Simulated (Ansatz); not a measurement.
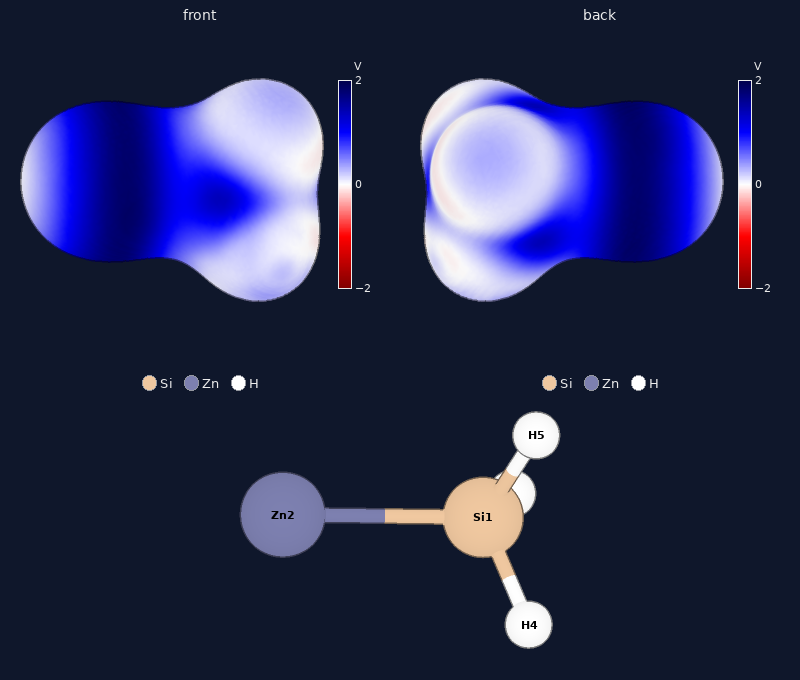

*H3SiZn (SMILES [SiH3][Zn]) (doublet). The molecular electrostatic potential painted on the density surface at 0.004 e/bohr³, seen from the front and from behind; the colour scale runs from red (negative) to blue (positive). The bare structure is drawn below in the same view.*

Geometry: PBE0-D4/def2-TZVP.

These are results of Ansatz, UKS PBE0-D4/def2-TZVPP, not measurements.

The calculation's input:

```
crystal:
  periodic: [false, false, false]
  atoms:
    - {symbol: Si, position_ang: [-0.154652, 0.076947, -0.057251]}
    - {symbol: Zn, position_ang: [1.981238, -0.989381, 0.723228]}
    - {symbol: H, position_ang: [-1.158877, 0.123580, 1.044367]}
    - {symbol: H, position_ang: [-0.752082, -0.685813, -1.191046]}
    - {symbol: H, position_ang: [0.084373, 1.474667, -0.519288]}
basis:
  gaussian: {orbitals: def2-TZVPP}
magnetization: {spin_polarized: true, initial_magnetization: 1}
hamiltonian: {xc: pbe0, dispersion: d4}
output: {orbitals: {seedname: orbitals}}
```

Launched as:

```sh
ansatz run in.yaml --threads 2 --pin off --events-out ev --progress --plain --max-ram 4352MiB
```

Q: Which sites attract a positive test charge, and which a negative one?

A: A positive charge is drawn to the negative regions and a negative charge to the positive ones. The most negative region (about −0.1 V) lies over H3, H4 and H5, the most positive (about +1.8 V, or +42 kcal/mol for a unit charge) over Zn2.
